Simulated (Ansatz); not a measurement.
# Alloy of ZnGa2O4 and ZnAl2O4 (3 of 16 Ga sites exchanged), 56 atoms, part 2 of 2

Ansatz 0.2.0, PAW.

### Step 3. HSE06 single point

in.yaml

```yaml
crystal:
  lattice:
    - [8.294123, 0.000000, 0.000000]
    - [0.000000, 8.294123, 0.000000]
    - [0.000000, 0.000000, 8.294123]
  atoms:
    - { symbol: Zn, position: [0.873980, 0.374050, 0.371916] }
    - { symbol: Zn, position: [0.375999, 0.876079, 0.371914] }
    - { symbol: Zn, position: [0.375864, 0.374074, 0.877888] }
    - { symbol: Zn, position: [0.124350, 0.126283, 0.122071] }
    - { symbol: Zn, position: [0.874001, 0.875940, 0.877892] }
    - { symbol: Zn, position: [0.626210, 0.624423, 0.122073] }
    - { symbol: Zn, position: [0.626241, 0.126315, 0.628043] }
    - { symbol: Zn, position: [0.124219, 0.624296, 0.628056] }
    - { symbol: Al, position: [0.501912, 0.001991, 0.998989] }
    - { symbol: Al, position: [0.750103, 0.250176, 0.999974] }
    - { symbol: Al, position: [0.998290, 0.498379, 0.000987] }
    - { symbol: O, position: [0.510288, 0.010366, 0.230281] }
    - { symbol: O, position: [0.739660, 0.239739, 0.230872] }
    - { symbol: O, position: [0.517237, 0.234892, 0.007386] }
    - { symbol: O, position: [0.734816, 0.017311, 0.007386] }
    - { symbol: O, position: [0.008870, 0.508954, 0.231794] }
    - { symbol: O, position: [0.238006, 0.738084, 0.237695] }
    - { symbol: O, position: [0.008817, 0.731671, 0.009072] }
    - { symbol: O, position: [0.231588, 0.508890, 0.009072] }
    - { symbol: O, position: [0.011994, 0.011488, 0.740642] }
    - { symbol: O, position: [0.238711, 0.239623, 0.739582] }
    - { symbol: O, position: [0.010114, 0.239644, 0.512247] }
    - { symbol: O, position: [0.239870, 0.011223, 0.511435] }
    - { symbol: O, position: [0.261498, 0.260744, 0.260373] }
    - { symbol: O, position: [0.488218, 0.488881, 0.259329] }
    - { symbol: O, position: [0.490092, 0.260722, 0.487722] }
    - { symbol: O, position: [0.260334, 0.489136, 0.488527] }
    - { symbol: O, position: [0.511410, 0.512073, 0.740638] }
    - { symbol: O, position: [0.739550, 0.738791, 0.739580] }
    - { symbol: O, position: [0.511151, 0.739950, 0.511430] }
    - { symbol: O, position: [0.739563, 0.510190, 0.512242] }
    - { symbol: O, position: [0.760669, 0.761575, 0.260368] }
    - { symbol: O, position: [0.988805, 0.988300, 0.259333] }
    - { symbol: O, position: [0.989059, 0.760413, 0.488528] }
    - { symbol: O, position: [0.760643, 0.990168, 0.487720] }
    - { symbol: O, position: [0.760553, 0.260631, 0.769085] }
    - { symbol: O, position: [0.989925, 0.490006, 0.769685] }
    - { symbol: O, position: [0.982975, 0.265474, 0.992584] }
    - { symbol: O, position: [0.765399, 0.483051, 0.992581] }
    - { symbol: O, position: [0.262215, 0.762287, 0.762263] }
    - { symbol: O, position: [0.491347, 0.991425, 0.768180] }
    - { symbol: O, position: [0.491403, 0.768700, 0.990891] }
    - { symbol: O, position: [0.268624, 0.991470, 0.990894] }
    - { symbol: Ga, position: [0.749750, 0.000638, 0.247146] }
    - { symbol: Ga, position: [0.250111, 0.750176, 0.999972] }
    - { symbol: Ga, position: [0.000183, 0.000091, 0.499998] }
    - { symbol: Ga, position: [0.500009, 0.500263, 0.499991] }
    - { symbol: Ga, position: [0.250099, 0.250173, 0.499974] }
    - { symbol: Ga, position: [0.248443, 0.498973, 0.248385] }
    - { symbol: Ga, position: [0.500561, 0.249832, 0.247144] }
    - { symbol: Ga, position: [0.750104, 0.750166, 0.499965] }
    - { symbol: Ga, position: [0.251769, 0.001399, 0.751588] }
    - { symbol: Ga, position: [0.750464, 0.499733, 0.752818] }
    - { symbol: Ga, position: [0.998902, 0.748538, 0.248376] }
    - { symbol: Ga, position: [0.999662, 0.250549, 0.752821] }
    - { symbol: Ga, position: [0.501332, 0.751855, 0.751579] }
kpoints:
  mp_grid: { grid: [1, 1, 1] }
hamiltonian:
  xc: hse06
scf:
  occupations: { method: fermi_dirac, width: 0.01 }
output:
  forces: true
  eigenvalues: true
  populations: true
  eigenstates: { kpoints: [[0, 0, 0]], e_range: [-6.0, 6.0], localisation: true }
```

Command:

```
$ ansatz run in.yaml --threads 2 --pin off --max-ram 30400MiB --runs-dir r --events-out ev --progress --plain --backend cuda --devices 0, --max-vram 18GiB
```

Standard output:

```text
Pseudopotentials: kind: paw
Functional definition: HSE06
  parameter a = 0.25
  parameter omega = 0.11/bohr
  exchange = pbe_x - a*pbe_x_sr(omega) + a*exact_x_sr(omega)
  correlation = pbe_c
Crystal: 56 atoms, lattice volume = 570.573 Å³
Basis set: ecut = 420 eV, 11075 PW (Γ), exchange–correlation on 120×120×120 points (8 copies of the dense FFT grid, shifted against one another)
Bands: 289, of which v1, the nominal top of the filled ones, is band 233 counted from 1 (232 counted from 0)
Symmetry: 1 space group operations
Space group: P1 (ITA 1), of the structure as read, at distance tolerance 8.3e-5 Å
k-points: 1
Non-local potential: Zn, projectors of the file, l = 0: 2, l = 1: 2, l = 2: 3, l = 3: 1
Non-local potential: Al, projectors of the file, l = 0: 2, l = 1: 2, l = 2: 1
Non-local potential: O, projectors of the file, l = 0: 2, l = 1: 2, l = 2: 1
Non-local potential: Ga, projectors of the file, l = 0: 2, l = 1: 2, l = 2: 3, l = 3: 1
PAW form: soft (Blöchl's): semilocal exchange-correlation on the pseudo side does not see the compensation charge
PAW frozen core: Zn, regenerated for the run's functional, and the local potential with it (the file was generated under x = pbe(κ = 0.804, μ = 0.2195149727645171), c = pbe(β = 0.06672455060314922))
PAW frozen core: Al, regenerated for the run's functional, and the local potential with it (the file was generated under x = pbe(κ = 0.804, μ = 0.2195149727645171), c = pbe(β = 0.06672455060314922))
PAW frozen core: O, regenerated for the run's functional, and the local potential with it (the file was generated under x = pbe(κ = 0.804, μ = 0.2195149727645171), c = pbe(β = 0.06672455060314922))
PAW frozen core: Ga, regenerated for the run's functional, and the local potential with it (the file was generated under x = pbe(κ = 0.804, μ = 0.2195149727645171), c = pbe(β = 0.06672455060314922))
PAW one-centre angular grid: Zn, 590 points (default); XC on 64 Gauss nodes
PAW one-centre angular grid: Al, 110 points (default); XC on 64 Gauss nodes
PAW one-centre angular grid: O, 110 points (default); XC on 96 Gauss nodes
PAW one-centre angular grid: Ga, 590 points (default); XC on 64 Gauss nodes
Initial density: superposition of atomic densities (neutral atoms: chi_scale 0, normalization atom), corrected by the library's trained network
Initial wavefunctions: pseudopotential atomic-orbital guess
Functional: x = pbe(κ = 0.804, μ = 0.2195149727645171), c = pbe(β = 0.06672455060314922), warm-up for x = pbe(κ = 0.804, μ = 0.2195149727645171) + 0.25 (exact − pbe) at short range (hse, ω = 0.20786987370883472 Å⁻¹), c = pbe(β = 0.06672455060314922); HSE06 as pw.x's `hse` composes it (authors' and Libxc's form: `xc: wpbeh`)
SCF iter   1: F=—  HF=-95528.921860 eV  |F-HF|=—  |Δ(HF+E_count)|=         —  Δρ=1.65e-3  dr2=8.09e-3  ethr=1.77e-3  ⟨swp⟩=17.0  Hψ=1498  notcnv=0
preconditioner: auto → none  [insulator: Δε(μ)=2.970 eV  Ē_g=16.663 eV  σ=0.010 eV  W_gap=1.00  n_scr=178 (ndim 8)  ℏωp=33.6 eV  f_vac=0.016  D(μ)=0.00/eV (n_scr^D=0)]
SCF iter   2: F=—  HF=-95528.938079 eV  |F-HF|=—  |Δ(HF+E_count)|=   1.62e-2  Δρ=8.05e-4  dr2=1.96e-3  ethr=1.74e-6  ⟨swp⟩=16.0  Hψ=1223  notcnv=0  defer=1
SCF iter   3: F=-95528.939501 eV  HF=-95528.938773 eV  |F-HF|=7.28e-4  |Δ(HF+E_count)|=   6.94e-4  Δρ=3.86e-4  dr2=3.35e-4  ethr=4.21e-7  ⟨swp⟩=6.0  Hψ=752  notcnv=0
SCF 1 stopped early in 3 iterations: F = -95528.939501 eV  dr2 = 3.35e-4
Initial density: handed on by an earlier stage of this run
Initial wavefunctions: those handed on with the density
Functional: x = pbe(κ = 0.804, μ = 0.2195149727645171) + 0.25 (exact − pbe) at short range (hse, ω = 0.20786987370883472 Å⁻¹), c = pbe(β = 0.06672455060314922); HSE06 as pw.x's `hse` composes it (authors' and Libxc's form: `xc: wpbeh`)
Exchange kernel: α = 0.2500, screened, ω = 0.2079 Å⁻¹, Wigner–Seitz truncation, v(0) = 801.2618 eV·Å³, q-mesh 1×1×1, nearest image of the exchange supercell L = 8.29 Å, pair-density grid 40×40×40, without the augmentation charges, whose exchange is taken in its separable form (sized by the pseudopotential files, 54×54×54 at the most), smooth part of the exact exchange by density-matrix convolution [...]
Frozen-core exchange: fock
SCF iter   1: F=—  HF=-95534.157780 eV  |F-HF|=—  |Δ(HF+E_count)|=         —  Δρ=2.03e-2  dr2=1.10e0  ethr=7.19e-7  ⟨swp⟩=11.0  Hψ=1529  notcnv=0
preconditioner: auto → none  [insulator: Δε(μ)=4.789 eV  Ē_g=19.791 eV  σ=0.010 eV  W_gap=1.00  n_scr=178 (ndim 8)  ℏωp=33.6 eV  f_vac=0.016  D(μ)=0.00/eV (n_scr^D=0)]
SCF iter   2: F=—  HF=-95533.765196 eV  |F-HF|=—  |Δ(HF+E_count)|=   3.93e-1  Δρ=5.22e-3  dr2=9.14e-2  ethr=7.19e-7  ⟨swp⟩=6.0  Hψ=1268  notcnv=0
SCF iter   3: F=—  HF=-95533.978808 eV  |F-HF|=—  |Δ(HF+E_count)|=   2.14e-1  Δρ=5.22e-3  dr2=6.59e-2  ethr=7.19e-7  ⟨swp⟩=6.0  Hψ=1201  notcnv=0
SCF iter   4: F=—  HF=-95533.965934 eV  |F-HF|=—  |Δ(HF+E_count)|=   1.29e-2  Δρ=1.76e-3  dr2=6.71e-3  ethr=7.19e-7  ⟨swp⟩=4.0  Hψ=961  notcnv=0
SCF iter   5: F=—  HF=-95533.973065 eV  |F-HF|=—  |Δ(HF+E_count)|=   7.13e-3  Δρ=7.65e-4  dr2=2.17e-3  ethr=7.19e-7  ⟨swp⟩=6.0  Hψ=830  notcnv=0
SCF iter   6: F=—  HF=-95533.972378 eV  |F-HF|=—  |Δ(HF+E_count)|=   6.87e-4  Δρ=2.77e-4  dr2=4.77e-4  ethr=4.48e-7  ⟨swp⟩=4.0  Hψ=812  notcnv=0
iter 7 solved again at ethr=1.19e-9 eV; its pass at ethr=8.51e-8 eV (dr2=5.53e-6 eV) is discarded
SCF iter   7: F=-95533.972225 eV  HF=-95533.972228 eV  |F-HF|=3.34e-6  |Δ(HF+E_count)|=   1.49e-4  Δρ=3.44e-5  dr2=1.35e-5  ethr=1.19e-9  ⟨swp⟩=4.0  Hψ=1369  notcnv=0
eigensolver tolerance schedule: the retry pair's looser diagonalisation over-reported the residual by 0.21 of it (diagonalisation noise at 0.21 of the residual, at the tolerance the schedule requests for it); recorded, not acted on — ethr = c·dr2/N_el stays at c = 1.0e-1
SCF 2 stopped early in 7 iterations: F = -95533.972225 eV  dr2 = 1.35e-5
  Residual-converged pass: ⟨swp⟩=3.0  Hψ=727  notcnv=0  max |occ|·‖R‖ = 3.9e-6 eV (tolerance 6.7e-6 eV)  dr2=1.35e-5  dr2_onsite=7.66e-7  max |Δocc| = 0.0e0
[... from here the SCF cycle lines were not kept, up to the last twenty ...]
hybrid outer 1: dexx = +2.661e-1 eV, tail = 6.51e-4 eV
SCF iter   1: F=—  HF=-95533.962621 eV  |F-HF|=—  |Δ(HF+E_count)|=         —  Δρ=5.78e-5  dr2=1.18e-5  ethr=6.98e-7  ⟨swp⟩=15.0  Hψ=755  notcnv=0
preconditioner: auto → none  [insulator: Δε(μ)=4.781 eV  Ē_g=19.665 eV  σ=0.010 eV  W_gap=1.00  n_scr=178 (ndim 8)  ℏωp=33.6 eV  f_vac=0.024  D(μ)=0.00/eV (n_scr^D=0)]
SCF iter   2: F=—  HF=-95533.962649 eV  |F-HF|=—  |Δ(HF+E_count)|=   2.78e-5  Δρ=2.62e-5  dr2=2.15e-6  ethr=2.05e-9  ⟨swp⟩=7.0  Hψ=1052  notcnv=0  defer=3
SCF iter   3: F=—  HF=-95533.962649 eV  |F-HF|=—  |Δ(HF+E_count)|=   2.66e-7  Δρ=1.03e-5  dr2=2.04e-7  ethr=3.55e-10  ⟨swp⟩=6.0  Hψ=662  notcnv=0
SCF iter   4: F=—  HF=-95533.962649 eV  |F-HF|=—  |Δ(HF+E_count)|=   6.71e-7  Δρ=4.84e-6  dr2=1.20e-7  ethr=3.56e-11  ⟨swp⟩=8.0  Hψ=983  notcnv=0  defer=7
SCF iter   5: F=-95533.962649 eV  HF=-95533.962649 eV  |F-HF|=8.25e-8  |Δ(HF+E_count)|=   8.38e-9  Δρ=3.91e-6  dr2=8.38e-8  ethr=2.55e-11  ⟨swp⟩=7.0  Hψ=798  notcnv=0  defer=2
SCF 3 converged in 5 iterations: F = -95533.962649 eV  dr2 = 8.38e-8
  Residual-converged pass: ⟨swp⟩=3.0  Hψ=530  notcnv=0  max |occ|·‖R‖ = 2.2e-6 eV (tolerance 2.4e-6 eV)  dr2=8.44e-8  dr2_onsite=8.01e-9  max |Δocc| = 0.0e0
hybrid outer 2: dexx = +1.331e-5 eV, tail = 3.67e-7 eV, Δε = 2.60e-3 eV (about 7.32e-5 eV left of the loop's levels), ΔF = 2.56e-3 eV/Å (tail 5.82e-4)
NSCF: frozen V_eff on 1 k-points
hybrid SCF converged: 2 outer / 12 inner (+3 warm-up), last move |dexx| = 1.33e-5 eV, tail = 3.67e-7 eV
Stability not checked: this state was not tested for a lower state beside it, because the functional holds exact exchange (a hybrid, or Hartree-Fock), whose exchange loop this test does not read (fock_operator; see scf.lower_state_search)
Free energy (F): -95533.962646 eV
Harris-Foulkes:  -95533.962646 eV  (|F-HF|=8.25e-8)
Internal energy: -95533.962646 eV  (E = F + TS)
E sigma→0 (E₀):  -95533.962646 eV
Fermi energy:    9.110930 eV
--- Per-component energies (eV) ---
  E_band       = -765.852123
  E_kinetic    = 8310.769459
  E_local      = -47874.997374  (includes V_loc(G=0)·N_el)
  E_nonlocal   = 12179.816839
  E_hartree    = 21041.183157
  E_xc         = -3565.980200
  E_vxc        = -3389.647512  (∫ρ·V_xc dr)
  E_exx        = -1607.403700  (= α·E_x^exact, valence–valence)
  E_paw        = -46464.793243  (= ΣΔE_a)
  E_vpaw       = -8859.413904  (= ΣTr[D̂ρ^β])
  E_aug_tail   = 0.075489  (compensation charges beyond the density's cutoff)
  E_ewald      = -37558.229944
  E_core_change = 5.596873  (= ΣΔE_core)
  E_smearing   = -0.000000  (= −TS)
  E_closure    = -0.000003  (closes the sum)
  Σ components = -95533.962646   (vs F -95533.962646, Δ=1.46e-11)
--- Forces (eV/Å), atoms counted from 1 ---
  atom   1  Zn     0.00912092     0.00963501    -0.01714984
  atom   2  Zn     0.01093210     0.01072303    -0.00445796
  atom   3  Zn     0.01369857    -0.00453904     0.00403499
  atom   4  Zn    -0.01393070     0.00527800    -0.00365158
  atom   5  Zn    -0.00507035     0.01372987     0.00367178
  atom   6  Zn     0.00495655    -0.01382239    -0.00383984
  atom   7  Zn    -0.00954533    -0.00944071     0.01705672
  atom   8  Zn    -0.01133903    -0.01120275     0.00371055
  atom   9  Al     0.02237366     0.02179915     0.00160648
  atom  10  Al     0.00060380     0.00061353     0.00060876
  atom  11  Al    -0.02139557    -0.02239347    -0.00166876
  atom  12  O      0.19012077     0.19028637    -0.14961649
  atom  13  O     -0.17574510    -0.17593798    -0.13578973
  atom  14  O      0.14052859    -0.14108999     0.18239513
  atom  15  O     -0.14119277     0.14094349     0.18264587
  atom  16  O      0.19733347     0.19728579    -0.14980960
  atom  17  O     -0.18308652    -0.18331995    -0.18113421
  atom  18  O      0.17514207    -0.12888320     0.19019098
  atom  19  O     -0.12863480     0.17516719     0.19031525
  atom  20  O      0.17397862     0.16252623    -0.16145934
  atom  21  O     -0.17401475    -0.18017742    -0.17868834
  atom  22  O      0.16612804    -0.17480493     0.16803433
  atom  23  O     -0.17534482     0.18004105     0.17390022
  atom  24  O      0.17463344     0.18007064     0.17935110
  atom  25  O     -0.17403150    -0.16252541     0.16165039
  atom  26  O     -0.16618266     0.17418363    -0.16817837
  atom  27  O      0.17523845    -0.17986263    -0.17297591
  atom  28  O      0.16231934     0.17387300    -0.16141493
  atom  29  O     -0.18020961    -0.17453232    -0.17898020
  atom  30  O      0.17977793    -0.17544695     0.17378145
  atom  31  O     -0.17445672     0.16576330     0.16799245
  atom  32  O      0.18034393     0.17490201     0.17945780
  atom  33  O     -0.16269920    -0.17383902     0.16148639
  atom  34  O     -0.17960953     0.17533465    -0.17332773
  atom  35  O      0.17443717    -0.16617751    -0.16818428
  atom  36  O      0.17597972     0.17571538     0.13626807
  atom  37  O     -0.19007209    -0.19015736     0.14987694
  atom  38  O     -0.14071559     0.14108831    -0.18339657
  atom  39  O      0.14070100    -0.14060964    -0.18312365
  atom  40  O      0.18346481     0.18356435     0.18103893
  atom  41  O     -0.19763319    -0.19737186     0.14911556
  atom  42  O     -0.17540007     0.12875893    -0.19069033
  atom  43  O      0.12873085    -0.17485594    -0.19073705
  atom  44  Ga    -0.02689551     0.02249456    -0.04804069
  atom  45  Ga     0.00003262    -0.00014403     0.00088372
  atom  46  Ga     0.00427588    -0.00394261    -0.00078104
  atom  47  Ga    -0.00348024     0.00452511    -0.00045239
  atom  48  Ga     0.00036203     0.00048496    -0.00015895
  atom  49  Ga    -0.02409410    -0.00146239    -0.01925092
  atom  50  Ga     0.02244255    -0.02705067    -0.04796146
  atom  51  Ga     0.00023066     0.00086911     0.00046793
  atom  52  Ga     0.02406296     0.00130199     0.01827166
  atom  53  Ga     0.02693553    -0.02268151     0.04818542
  atom  54  Ga    -0.00178680    -0.02492423    -0.01831283
  atom  55  Ga    -0.02340406     0.02669452     0.04840157
  atom  56  Ga     0.00109187     0.02357896     0.01883529
  max |Σ_I F_I| component: 3.62e-5 eV/Å
--- Band table (eV) ---
  k-point 0: bands = [... 221 lower levels ..., "6.5939", "6.6223", "6.6245", "6.6451", "6.6508", "6.6594", "6.6634", "6.6828", "6.6840", "6.6986", "6.7051", "6.7184", "11.4996", "14.8883", "14.8931", "14.9086", "14.9211", "14.9980", "15.0536", "15.2867", "15.2937", "15.4422", "15.6590", "16.3569", ... 44 higher levels ...]
--- Löwdin populations: 56 sites ---
  site symbol       q [e]
     0     Zn     10.4511
     1     Zn     10.4506
     2     Zn     10.4520
     3     Zn     10.4520
     4     Zn     10.4520
     5     Zn     10.4520
     6     Zn     10.4511
     7     Zn     10.4507
     8     Al      1.7408
     9     Al      1.7409
    10     Al      1.7408
    11      O      6.8679
    12      O      6.8678
    13      O      6.9019
    14      O      6.9019
    15      O      6.8698
    16      O      6.8319
    17      O      6.8699
    18      O      6.8699
    19      O      6.8367
    20      O      6.8352
    21      O      6.8365
    22      O      6.8352
    23      O      6.8352
    24      O      6.8367
    25      O      6.8366
    26      O      6.8352
    27      O      6.8367
    28      O      6.8352
    29      O      6.8353
    30      O      6.8365
    31      O      6.8352
    32      O      6.8367
    33      O      6.8352
    34      O      6.8366
    35      O      6.8678
    36      O      6.8679
    37      O      6.9019
    38      O      6.9019
    39      O      6.8319
    40      O      6.8698
    41      O      6.8699
    42      O      6.8699
    43     Ga     11.9624
    44     Ga     11.9611
    45     Ga     11.9596
    46     Ga     11.9596
    47     Ga     11.9595
    48     Ga     11.9612
    49     Ga     11.9624
    50     Ga     11.9595
    51     Ga     11.9612
    52     Ga     11.9624
    53     Ga     11.9612
    54     Ga     11.9624
    55     Ga     11.9612
  spilling = 0.005011 (of n_electrons = 466.000000)
```

Wall time 53 s (1 × NVIDIA H100 80GB HBM3 with 2 threads of AMD EPYC 7R13, shared host); peak host memory 2 GiB.

Top filled level 6.718 eV, lowest empty level 11.500 eV: 4.78 eV apart at the Γ point alone.

The states next to the gap (eigenstates.tsv), from the top filled level:

| level (eV) | spin | filling | atoms sharing it | main element | its share | largest atom |
| --- | --- | --- | --- | --- | --- | --- |
| -0.06 | both | 2.00 | 24.7 | O | 0.86 | – |
| -0.06 | both | 2.00 | 21.4 | O | 0.90 | – |
| -0.04 | both | 2.00 | 24.9 | O | 0.89 | – |
| -0.03 | both | 2.00 | 28.1 | O | 0.88 | – |
| -0.02 | both | 2.00 | 37.0 | O | 0.85 | – |
| -0.01 | both | 2.00 | 31.8 | O | 0.85 | – |
| 0.00 | both | 2.00 | 34.5 | O | 0.84 | – |
| 4.78 | both | 0.00 | 52.6 | O | 0.53 | – |

On these atoms HSE06 leaves forces up to 0.32 eV/Å (on O16), as they were relaxed at another level of theory (and may have been on other k points).

### Step 4. Outcome

The summary covers parts 1 to 2. Changes of volume or cell count from the first structure of part 1.

| level | time | k points | top filled to lowest empty (eV) |
| --- | --- | --- | --- |
| PBEsol, relaxation | 36 s (GPU) | (¼, ¼, ¼) | 3.89 |
| HSE06 | 53 s (GPU) | Γ | 4.78 |

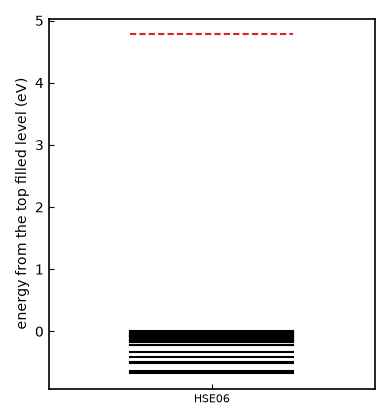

Levels near the gap by HSE06: filled black, empty red and dashed.

```
     quantity                                                                      value
   relaxation                                           5 recorded steps, 0.97 eV gained
largest shift                                              0.10 Å (O14 and others alike)
 relaxed cell  a = 8.294 Å, b = 8.294 Å, c = 8.294 Å, α = 90.00°, β = 90.00°, γ = 90.00°
   mean bonds                                       Al–O 1.931, Ga–O 1.992, O–Zn 1.966 Å
```

**Reading.** Relaxation gains 0.97 eV, with shifts up to 0.10 Å (O14 and others alike), while the volume changes by +0.1 %. The mean lengths of the listed bonds run from Al–O 1.93 Å to Ga–O 1.99 Å. The relaxation ran on other k points, so part of any difference from the later rows can come from the mesh. With one k point the spacing samples only the states that fold onto it, so it can exceed the gap over the zone.
